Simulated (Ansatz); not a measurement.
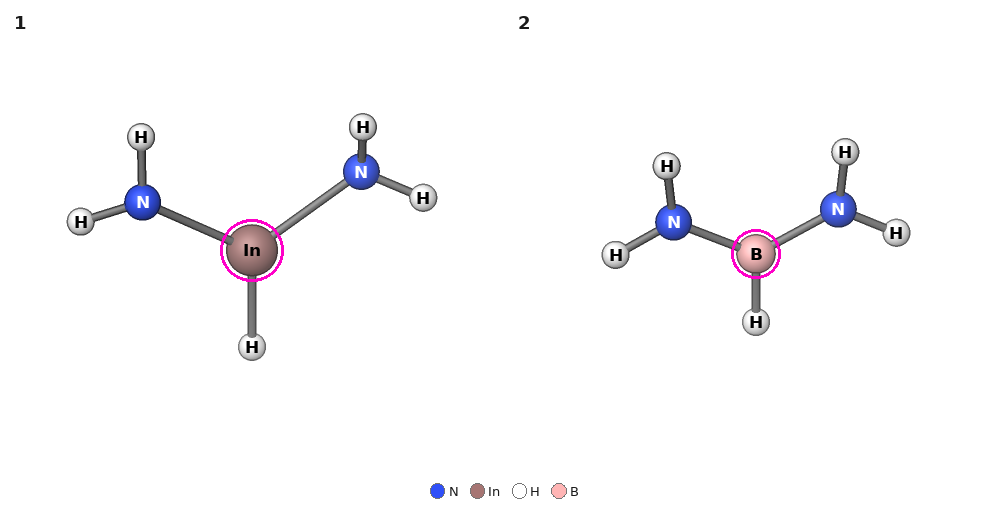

2 molecules with one skeleton, seen from the same side and at one scale; the atom that differs is circled. Charge 0, singlet. Computed geometries: PBE0-D4/def2-TZVP optimisations, one conformation each. Properties computed with Ansatz 0.2.0. Elements past Kr carry core potentials.

One atom differs, called X below: In in panel 1, B in panel 2. Their formulas are H5InN2 (`[NH2][InH][NH2]`), BH5N2 (`NBN`).

> In which is the dipole moment larger (B3LYP-D4/def2-TZVPP)?

In panel 2 (X = B).

> In which is the HOMO–LUMO gap larger (B3LYP-D4/def2-TZVPP)?

In panel 2 (X = B).

Give the values. With PBE0-D4/def2-TZVP: length of X–H (Å), mean length of X–N (Å), angle N–X–N (°). With B3LYP-D4/def2-TZVPP: dipole moment (D), HOMO energy (Kohn–Sham orbital) (eV), HOMO–LUMO gap (eV).

| quantity | 1 (In) | 2 (B) | 2 − 1 |
| --- | --- | --- | --- |
| length of X–H (Å) | 1.703 | 1.200 | −0.503 |
| mean length of X–N (Å) | 2.018 | 1.409 | −0.609 |
| angle N–X–N (°) | 112.7 | 122.9 | +10.2 |
| dipole moment (D) | 0.18 | 1.36 | +1.18 |
| HOMO energy (Kohn–Sham orbital) (eV) | −6.47 | −6.64 | −0.17 |
| HOMO–LUMO gap (eV) | 5.72 | 7.36 | +1.64 |
